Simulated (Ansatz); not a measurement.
# Run report: C$_{3}$H$_{3}$FO, single-point calculation

The run: single-point calculation of C$_{3}$H$_{3}$FO, SMILES C=C=C(O)F. Method and program: RKS r2SCAN-D4/def2-TZVPP (Ansatz 0.2.0).

The geometry comes from this level: PBE0-D4/def2-TZVP. Figures and captions count atoms from 1; the log counts them from 0 in places.

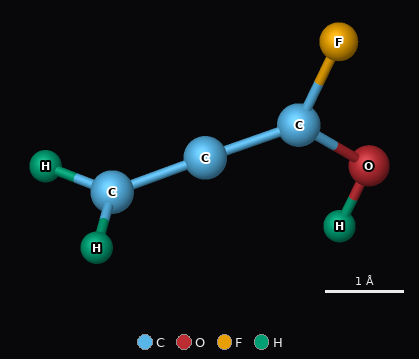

*The input geometry (ball-and-stick view, seen at a tilt).*

Bond lengths as drawn: C–C 1.30 Å, C–F 1.32 Å, C–H 1.09 Å, C–O 1.34 Å and H–O 0.96 Å.

### Input file
```yaml
crystal:
  periodic: [false, false, false]
  atoms:
    - {symbol: C, position_ang: [-0.538739, 1.433225, -0.290234]}
    - {symbol: C, position_ang: [0.098792, 0.325080, -0.047419]}
    - {symbol: C, position_ang: [0.714139, -0.797749, 0.195051]}
    - {symbol: O, position_ang: [0.188388, -2.026867, 0.321584]}
    - {symbol: F, position_ang: [2.026596, -0.871171, 0.358289]}
    - {symbol: H, position_ang: [-0.921279, 2.062217, 0.511488]}
    - {symbol: H, position_ang: [-0.711219, 1.784933, -1.305756]}
    - {symbol: H, position_ang: [-0.764577, -1.966769, 0.201196]}
basis:
  gaussian: {orbitals: def2-TZVPP}
hamiltonian: {xc: r2scan, dispersion: d4}
output: {forces: true, orbitals: {seedname: orbitals}}
```

Hardware: 2 threads of Arm Neoverse V2, 23 GiB of memory available, shared host.

Launch command:
```bash
ansatz run in.yaml --threads 2 --pin off --events-out ev --progress --plain --max-ram 4352MiB
```

### Output
```
Functional definition: r2SCAN
  name "r2SCAN"
  cite "Furness, Kaplan, Ning, Perdew & Sun, J. Phys. Chem. Lett. 11, 8208 (2020) doi:10.1021/acs.jpclett.0c02405"
  cite "Furness, Kaplan, Ning, Perdew & Sun, J. Phys. Chem. Lett. 11, 9248 (2020) doi:10.1021/acs.jpclett.0c03077"
  parent r2scan
  parameter k0 = 0.174
  parameter k1 = 0.065
  parameter a1 = 4.9479
  exchange = r2scan_x(k0 = k0, k1 = k1, a1 = a1)
  correlation = r2scan_c
1024 factors; their error is unknown
mean field evaluation 1: about -7912.6877 eV, gradient 6.3e1 eV
mean field evaluation 2: about -7906.1108 eV, gradient 8.1e1 eV
mean field evaluation 4: about -7920.8011 eV, gradient 6.4e0 eV
mean field evaluation 8: about -7920.8969 eV, gradient 5.8e-2 eV
mean field evaluation 16: about -7920.8819 eV, gradient 5.4e-4 eV
mean field -7920.88190890 eV, -291.0870411854 hartree, gradient 5.3e-5 eV, S^2 0.000000; 0 other end points of the search recorded, 0 dependent functions left out
the calculation of the forces begins
reference -7920.88191815 eV, -291.0870415256 hartree; 19, 19 occupied and 178, 178 virtual orbitals, 1024 factors
Total energy: -7920.91216827 eV, -291.0881531968 hartree
Atom 0 at    -0.538739     1.433225    -0.290234 Å, force    -0.047353     0.082120    -0.017990 eV/Å
Atom 1 at     0.098792     0.325080    -0.047419 Å, force    -0.013120     0.051877    -0.009518 eV/Å
Atom 2 at     0.714139    -0.797749     0.195051 Å, force    -0.211573     0.198574    -0.054821 eV/Å
Atom 3 at     0.188388    -2.026867     0.321584 Å, force    -0.034719    -0.333815     0.046830 eV/Å
Atom 4 at     2.026596    -0.871171     0.358289 Å, force     0.369053    -0.059197     0.051683 eV/Å
Atom 5 at    -0.921279     2.062217     0.511488 Å, force    -0.012304     0.021625    -0.007911 eV/Å
Atom 6 at    -0.711219     1.784933    -1.305756 Å, force    -0.012528     0.022661    -0.001671 eV/Å
Atom 7 at    -0.764577    -1.966769     0.201196 Å, force    -0.037457     0.016155    -0.006603 eV/Å
Dipole moment:    -0.503965     0.112203    -0.075768 e Å
```

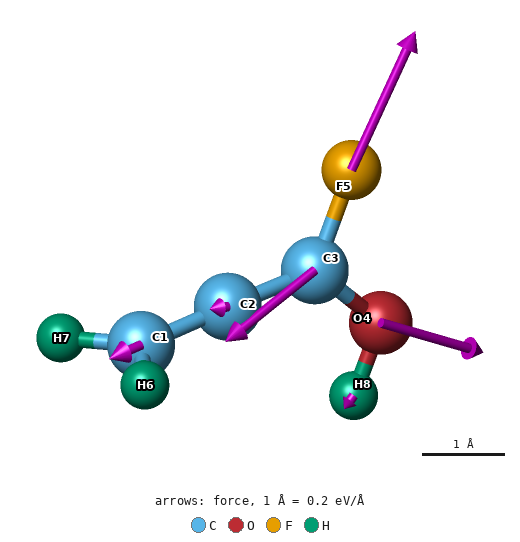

*Forces on the atoms as pink arrows (ball-and-stick view, seen at a tilt; atoms are numbered from 1 in the order of the input); the smallest are left out.*

The largest act on F5 (0.38 eV/Å); O4 (0.34 eV/Å); C3 (0.30 eV/Å). The geometry is not a stationary point of this energy.

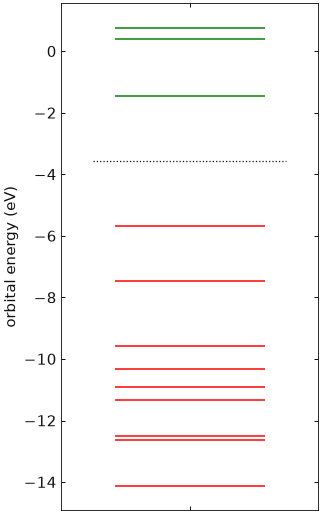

*Orbital energies near the frontier; the dotted line parts filled from empty levels, and levels within 0.02 eV of each other stand side by side.*

Highest filled −5.67 eV, lowest empty −1.46 eV, 4.21 eV apart.

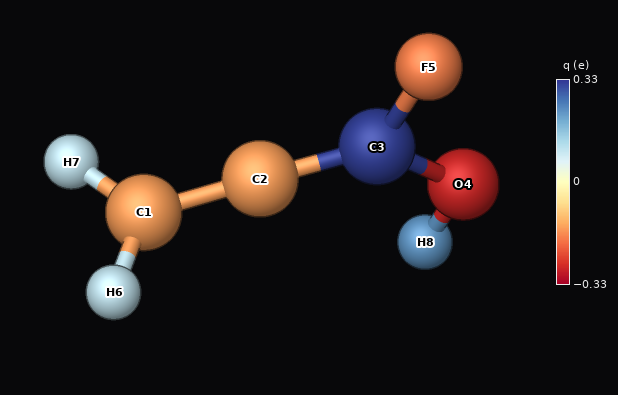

*Mulliken charges, as the colour of each atom (ball-and-stick view, seen at a tilt; atoms are numbered from 1 in the order of the input).*

By element: C −0.15 to +0.32, O −0.27, F −0.18 and H +0.10 to +0.22 e.

### Results in brief

| quantity | value |
| --- | --- |
| outcome | converged |
| total energy | −7920.9122 eV |
| mean-field energy | −7920.8819 eV |
| dispersion energy | −0.0303 eV |
| SCF solution under orbital rotations | stable |
| HOMO | −5.67 eV |
| LUMO | −1.46 eV |
| largest force (length of the vector) | 0.377 eV/Å |
| dipole moment | 2.51 D |
| wall time | 3.6 s (CPU time 6.8 s) |
| peak memory | 0.21 GiB |
